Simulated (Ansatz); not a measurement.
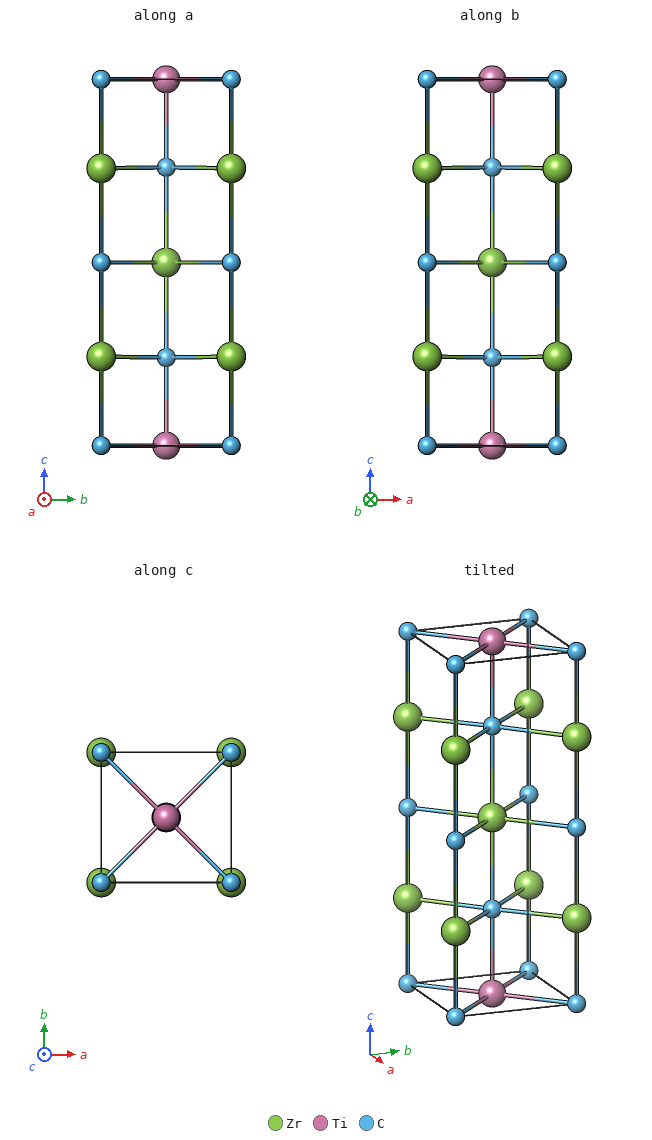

The figure gives a ball-and-stick picture of the atoms, viewed along the a axis, along the b axis, along the c axis and slightly off an axis. Thin lines show the conventional unit cell, with boundary atoms drawn in all their periodic places.

Lattice parameters: a = 3.280 Å, b = 3.280 Å, c = 9.233 Å, α = 90.00°, β = 90.00°, γ = 90.00°.

**Reconstruct the structure as a table of Wyckoff sites, with free fractional coordinates to two decimals.**

Space group P4/mmm (No. 123).
| atom | site | x | y | z |
| --- | --- | --- | --- | --- |
| Zr | 2g | 0.00 | 0.00 | 0.24 |
| Zr | 1d | 0.50 | 0.50 | 0.50 |
| Ti | 1c | 0.50 | 0.50 | 0.00 |
| C | 1a | 0.00 | 0.00 | 0.00 |
| C | 2h | 0.50 | 0.50 | 0.24 |
| C | 1b | 0.00 | 0.00 | 0.50 |

It goes back to a structure type filled with these elements by a generator (whether the compound takes this form wasn't checked). Earlier steps of the study, as a rule a relaxation of our own, may have changed the cell and positions, so they can lie some per cent off the listed ones. Ansatz was used for an electronic-structure calculation on it.
